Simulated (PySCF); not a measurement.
# MoHF: structure of the quintet

Aim: relax MoHF as a quintet from a bent start, check by its vibrations whether the end is a minimum, and collect its spectrum and constants.

Program: PySCF 2.14.0. Level of theory: PBE0, basis Mo def2-TZVP with ECP28, H def2-TZVP, F def2-TZVP, scalar-relativistic core potentials, no spin–orbit coupling, density fitting. These are calculated values, not measurements.

### Step 1. Where the work starts

3 atoms, charge 0, spin multiplicity 5.

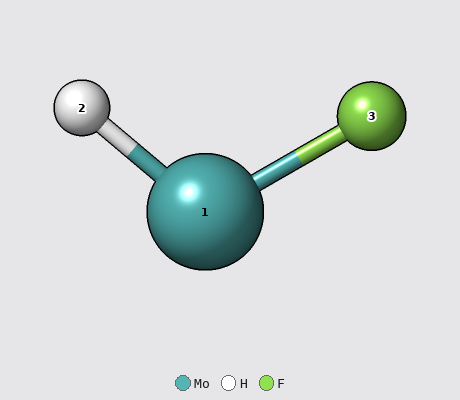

The starting geometry (molybdenum teal, hydrogen white, fluorine green); atoms are numbered from 1 in the order of the file.

```xyz
3
charge 0 multiplicity 5
Mo    0.0000    0.0000    0.0000
H    -1.3926    0.0000    0.9751
F     1.6547    0.0000    1.1586
```

### Step 2. First SCF at the start

One driver script runs all steps and calls PySCF; scf.py shows how it sets up the SCF of each step. The optimiser is the driver's own. After this first run the driver tries any further starts and a stability analysis.

The input, scf.py:

```python
from pyscf import gto, scf, dft
mol = gto.M(atom='''
Mo     0.000000     0.000000     0.000000
H     -1.392600     0.000000     0.975100
F      1.654700     0.000000     1.158600''',
    basis={'Mo': 'def2-TZVP', 'H': 'def2-TZVP', 'F': 'def2-TZVP'},
    ecp={'Mo': 'def2-TZVP'},
    charge=0, spin=4)
mf = dft.UKS(mol, xc='PBE0')
mf.grids.atom_grid = (50, 194)
aux = {'Mo': 'def2-universal-JKFIT', 'H': 'def2-universal-JKFIT', 'F': 'def2-universal-JKFIT'}
mf = mf.density_fit(auxbasis=aux)
mf.conv_tol = 1e-08
mf.diis_space = 10
mf.max_cycle = 60
mf.init_guess = 'minao'
mf.verbose = 4
mf.kernel()
```

On the command line:

```
$ OMP_NUM_THREADS=2 python axn.py task.json out
```

Log:

```text
init E= -161.908880622967
[... the frontier-level lines of each cycle are left out ...]
cycle= 1 E= -168.390357884924  delta_E= -6.48  |g|= 0.571  |ddm|= 2.49
cycle= 2 E= -167.842901176552  delta_E= 0.547  |g|= 1.38  |ddm|= 1.15
cycle= 3 E= -168.513712761898  delta_E= -0.671  |g|= 0.233  |ddm|= 0.731
cycle= 4 E= -168.535730715397  delta_E= -0.022  |g|= 0.0849  |ddm|= 0.266
cycle= 5 E= -168.539444109689  delta_E= -0.00371  |g|= 0.0255  |ddm|= 0.0882
cycle= 6 E= -168.539931631969  delta_E= -0.000488  |g|= 0.00974  |ddm|= 0.0318
cycle= 7 E= -168.540167332986  delta_E= -0.000236  |g|= 0.00403  |ddm|= 0.0353
cycle= 8 E= -168.54023844989  delta_E= -7.11e-05  |g|= 0.00169  |ddm|= 0.0222
cycle= 9 E= -168.540253440343  delta_E= -1.5e-05  |g|= 0.000753  |ddm|= 0.0113
cycle= 10 E= -168.540255545358  delta_E= -2.11e-06  |g|= 0.000276  |ddm|= 0.00375
cycle= 11 E= -168.540256029382  delta_E= -4.84e-07  |g|= 0.00014  |ddm|= 0.00185
cycle= 12 E= -168.54025616864  delta_E= -1.39e-07  |g|= 5.19e-05  |ddm|= 0.00105
cycle= 13 E= -168.540256188079  delta_E= -1.94e-08  |g|= 1.16e-05  |ddm|= 0.000497
cycle= 14 E= -168.540256188522  delta_E= -4.43e-10  |g|= 3.78e-06  |ddm|= 5.87e-05
Extra cycle  E= -168.540256188554  delta_E= -3.23e-11  |g|= 4.26e-06  |ddm|= 1.1e-05
converged SCF energy = -168.540256188554  <S^2> = 6.0274603  2S+1 = 5.0109721
```

This step, with its further starts and checks, ran for 10 s (2 threads of Arm Neoverse N1, shared host).

Energies from each starting density:

```
                      start  energy (Eh)
    the minimal-basis guess  -168.540256
a thermally smeared density  -168.540256
      a smeared PBE density  -168.540256
```

No lower solution of this spin turned up from the other starts or in the test of internal stability.

### Step 3. Relaxing the quintet from the bent start

The program finds Cs symmetry in the start, which this walk keeps. Threshold on the gradient: 0.0003 Eh/bohr, with a further test on the energy change.

Edit scf.py of step 2 so:

```diff
@@ -3,3 +3,3 @@
-Mo     0.000000     0.000000     0.000000
-H     -1.392600     0.000000     0.975100
-F      1.654700     0.000000     1.158600''',
+Mo    -0.254709     0.000000    -0.195013
+H     -1.647309     0.000000     0.780087
+F      1.399991     0.000000     0.963587''',
@@ -16 +15,0 @@
-mf.init_guess = 'minao'
```

The optimiser's trace:

```
step  energy (Eh)  change (kJ/mol)  largest symmetric gradient (Eh/bohr)
   0  -168.540256             0.00                               0.04114
   1  -168.548388           -21.35                               0.01056
   2  -168.548767           -22.34                               0.00668
   3  -168.548897           -22.69                               0.00059
   4  -168.548911           -22.72                               0.00035
   5  -168.548912           -22.73                               0.00008
```

The walk took 11 s.

Geometry (Å) and forces (eV/Å) at some steps:

```
step 0
Mo  -0.255   0.000  -0.195   2.116   0.000   1.651
H   -1.647   0.000   0.780  -0.096   0.000  -0.099
F    1.400   0.000   0.964  -2.021   0.000  -1.552
step 1
Mo  -0.210   0.000  -0.148   0.545   0.000   0.463
H   -1.643   0.000   0.772  -0.092   0.000  -0.055
F    1.352   0.000   0.925  -0.453   0.000  -0.408
step 3
Mo  -0.199   0.000  -0.115  -0.012   0.000   0.024
H   -1.668   0.000   0.757  -0.018   0.000  -0.018
F    1.365   0.000   0.906   0.030   0.000  -0.005
step 5
Mo  -0.199   0.000  -0.106  -0.001   0.000   0.004
H   -1.678   0.000   0.752   0.003   0.000  -0.002
F    1.374   0.000   0.902  -0.003   0.000  -0.002
```

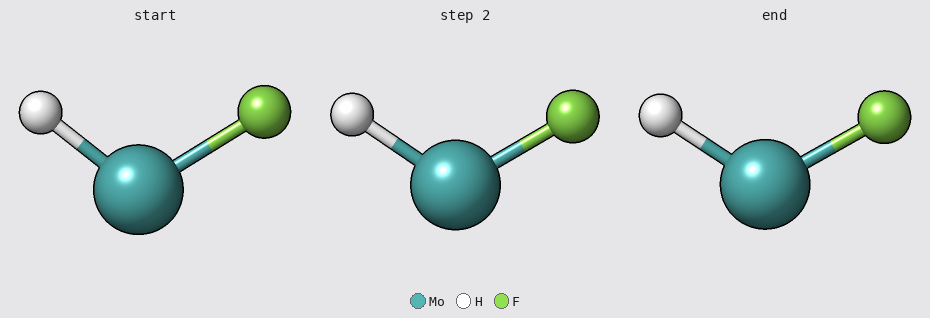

Start and end of the relaxation, with a step between.

End point (Cs, 5 steps, 22.7 kJ/mol gained): Mo–F 1.868 Å, Mo–H 1.710 Å; F–Mo–H 117.2°.

### Step 4. Hessian and properties

On the finer grid the gradient is checked again; gradients at displacements of ±0.02 bohr then give force constants and infrared intensities.

Edit scf.py of step 3 so:

```diff
@@ -3,3 +3,3 @@
-Mo    -0.254709     0.000000    -0.195013
-H     -1.647309     0.000000     0.780087
-F      1.399991     0.000000     0.963587''',
+Mo    -0.240722     0.000000    -0.169778
+H     -1.719639     0.000000     0.688747
+F      1.331802     0.000000     0.838512''',
@@ -10 +10 @@
-mf.grids.atom_grid = (50, 194)
+mf.grids.atom_grid = (75, 302)
@@ -13 +13 @@
-mf.conv_tol = 1e-08
+mf.conv_tol = 1e-10
```

This SCF starts from the last density.

SCF at the final geometry:

```text
init E= -168.549054671264
[... the frontier-level lines of each cycle are left out ...]
cycle= 1 E= -168.549054671262  delta_E= 1.79e-12  |g|= 4.51e-06  |ddm|= 4.78e-06
Extra cycle  E= -168.549054671244  delta_E= 1.76e-11  |g|= 8.8e-06  |ddm|= 5.91e-06
converged SCF energy = -168.549054671244  <S^2> = 6.0237999  2S+1 = 5.0095109
```

The whole step took 45 s.

Geometry: Cs; Mo–F 1.868 Å, Mo–H 1.710 Å; F–Mo–H 117.2°.

Modes, for the most abundant isotopes:

| symmetry | ω (cm⁻¹) | IR (km/mol) | μ (u) | type |
| --- | --- | --- | --- | --- |
| a' | 481 | 72.0 | 1.08 | bend |
| a' | 657 | 161 | 21.64 | stretch |
| a' | 1854 | 199 | 1.02 | stretch |

Every mode is real; the point is a minimum.

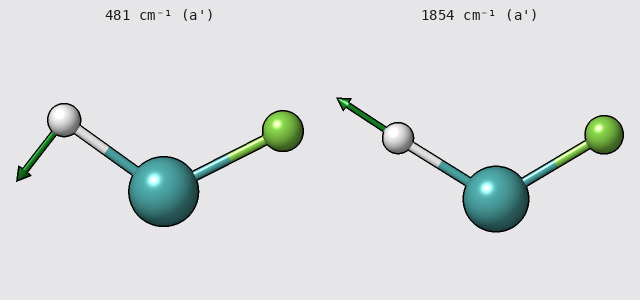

Displacements of 2 of the modes, as arrows (one member where a mode is degenerate).

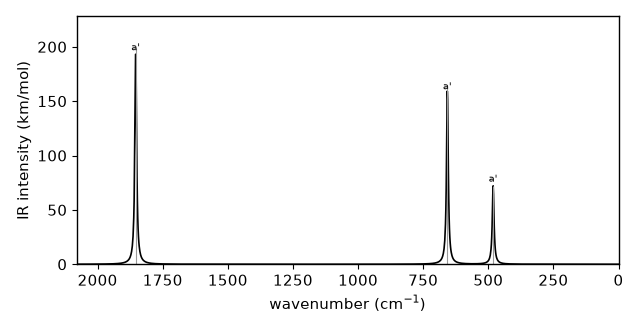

The harmonic infrared spectrum (widths in cm⁻¹). Lines are broadened to a width of 8 cm⁻¹ (Lorentzian).

Constants and moments:

| Property | Result |
| --- | --- |
| Dipole moment | 2.98 D |
| Highest occupied level | -6.40 eV |
| Lowest empty level | -2.32 eV |
| Rotational constants | 7.454, 0.2971, 0.2857 cm⁻¹ |
| Zero-point energy | 17.9 kJ/mol |
| Principal polarisabilities | 43.2, 46.2, 49.2 bohr³ |
| Atomisation energy without zero-point energy | 702 kJ/mol |
| Principal traceless quadrupole moments about the centre of mass | -4.49, 1.75, 2.74 D Å |
| Entropy at 298.15 K and 1 bar (electronic part: spin only) | 271.9 J/(mol K) |
| Heat capacity Cp at 298.15 K | 42.6 J/(mol K) |
| Enthalpy at 298.15 K above 0 K | 10.89 kJ/mol |
| Rotational symmetry number | 1 |
| Spin squared ⟨S²⟩ | 6.024 |

Charges (e) and bond orders:

```
atom  Mulliken  Löwdin  polar tensor  spin (Mulliken)  Mayer order to Mo1
 Mo1      0.61    0.40          1.08             4.14                   –
  H2     -0.11   -0.09         -0.33            -0.16                0.96
  F3     -0.50   -0.31         -0.76             0.02                0.84
```

Outer orbital energies (eV). α occupied: -12.23, -11.73, -11.66, -9.09, -7.17, -6.97, -6.51, -6.40; empty: -2.32, -1.39, -0.62, 0.98. β occupied: -42.55, -41.78, -41.22, -31.11, -12.09, -11.25, -11.11, -8.71; empty: -1.79, -1.27, -1.26, -0.93.

Mulliken populations on Mo1 (outside its core potential): s 2.68, p 6.21, d 4.48, f 0.02.

### Step 5. What came out

```
                                          quantity                                      value
                                           minimum                                quintet, Cs
                                          geometry  Mo–F 1.868 Å, Mo–H 1.710 Å; F–Mo–H 117.2°
                                wavenumbers (cm⁻¹)              481 (a'), 657 (a'), 1854 (a')
                                     dipole moment                                     2.98 D
highest occupied, lowest empty level (either spin)                            -6.40, -2.32 eV
                        polar-tensor charge of Mo1                                    +1.08 e
                                 zero-point energy                                17.9 kJ/mol
                               entropy at 298.15 K                            271.9 J/(mol K)
         atomisation energy (no zero-point energy)                                 702 kJ/mol
                                              ⟨S²⟩                                      6.024
```

In words: The molecule stays Cs, as typed, and the end point is a minimum. In the infrared the band at 1854 cm⁻¹ (a', stretch) leads. Most of the spin sits on Mo1 (Mulliken spin 4.14, against 4 for the whole molecule). Other starts or spin states, not run here, may lie lower. One determinant may miss the lowest occupation of an open d or f shell.

The search up to here took 66 s.
